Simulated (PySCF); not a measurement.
## Electronic structure of H12N2Si4 (SMILES [SiH3]N[SiH]([SiH3])N[SiH3]) in real space

```xyz
18

Si   -0.2567   -0.3169   -0.3673
Si    0.6754    1.3781   -1.6996
N     1.0092   -1.2514    0.3794
Si    2.7326   -1.0117    0.3968
N    -1.3410    0.4041    0.7933
Si   -3.0534    0.1667    1.0032
H    -1.1407   -1.1975   -1.1921
H     1.2829    2.4548   -0.8548
H    -0.4471    1.9867   -2.4817
H     1.7098    0.8848   -2.6619
H     0.6799   -2.0687    0.8909
H     2.9983    0.3548   -0.1434
H     3.4775   -2.0058   -0.4381
H     3.2695   -1.1076    1.7903
H    -0.9173    1.0944    1.4100
H    -3.8771    1.3097    0.4953
H    -3.3852   -0.0040    2.4529
H    -3.4356   -1.0647    0.2522
```

Geometry: PBE0-D3(BJ)/def2-SVP.

All numbers below come from PBE0/pcSseg-1, SCF density, gas phase, non-relativistic (PySCF).

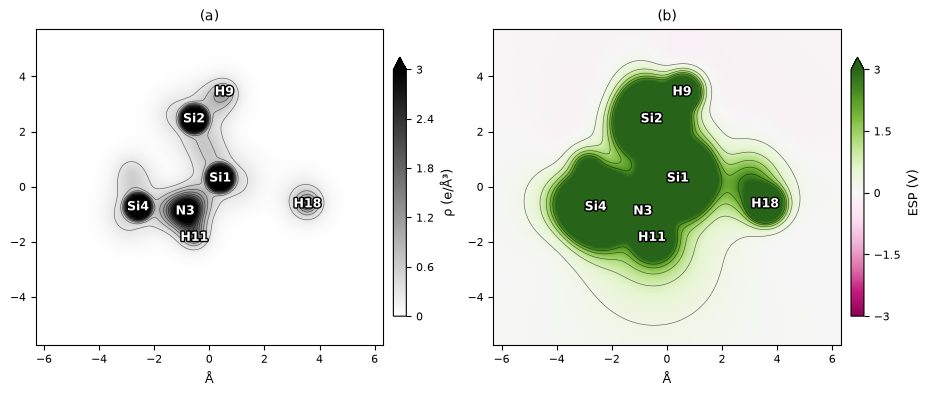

Figure 1. (a) electron density; (b) electrostatic potential on the plane of atoms Si2, Si1 and N3.

**Read the bonding off the picture.**

- Atoms in the plane: Si, N and H.
- Si–N (1.74 Å): ρ at the midpoint is about 1 e/Å³.
- Si–Si (2.35 Å): the density is about 0.66 e/Å³ at the midpoint.
- N–H (1.02 Å): ρ is about 2.7 e/Å³ halfway.
- Si–H (1.50 Å): ρ at the midpoint is about 0.76 e/Å³.
- The potential has no marked negative region in this plane.

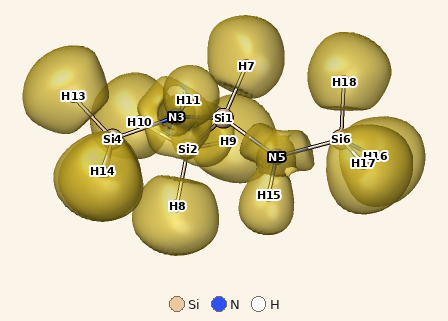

Figure 2. Isosurface of the ELF at 0.75 (yellow), seen from one side. Core shells and regions of very low density are left out.

**Identify the bonds, lone pairs and shells in this picture.**

The surface consists of one region between bonded Si–Si atoms (shared pairs), ten regions around hydrogen nuclei and two joined regions spread over several atoms (H, N), in which their bonds and any lone pairs are merged.


Si–N (1.74 Å): the ELF peaks at about 0.90 between the atoms (a polar covalent bond). Si–Si (2.35 Å): the ELF peaks at about 1 between the atoms: a covalent bond.

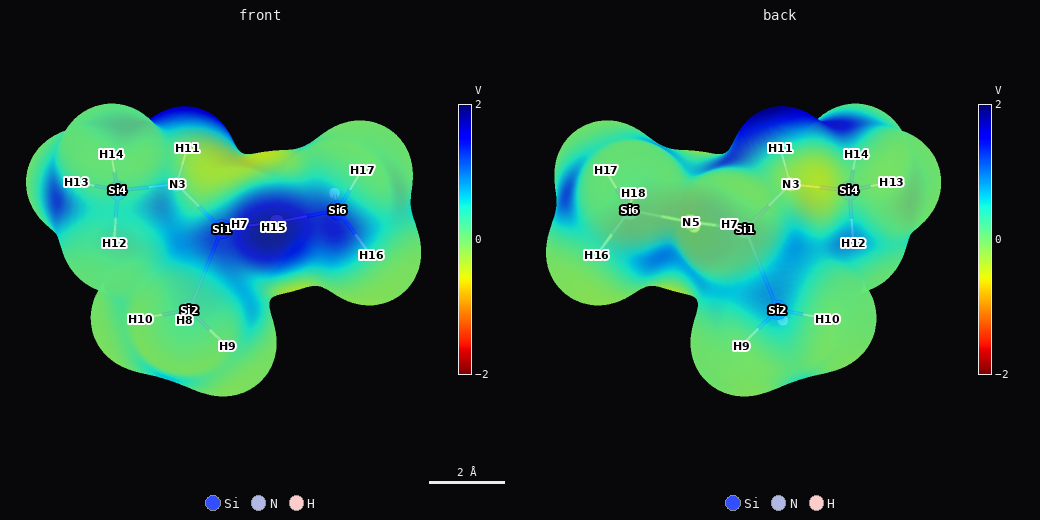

Figure 3. The molecular electrostatic potential painted on the density surface at 0.002 e/bohr³, seen from the front and from behind; red is negative and blue positive.

**Where is the surface potential most negative and most positive?**

The most negative region (about −0.5 V) lies over N3 and N5, the most positive (about +1.8 V) over H11 and H15.

**What dipole moment does the calculation give?**

Its dipole moment is 1.26 D.
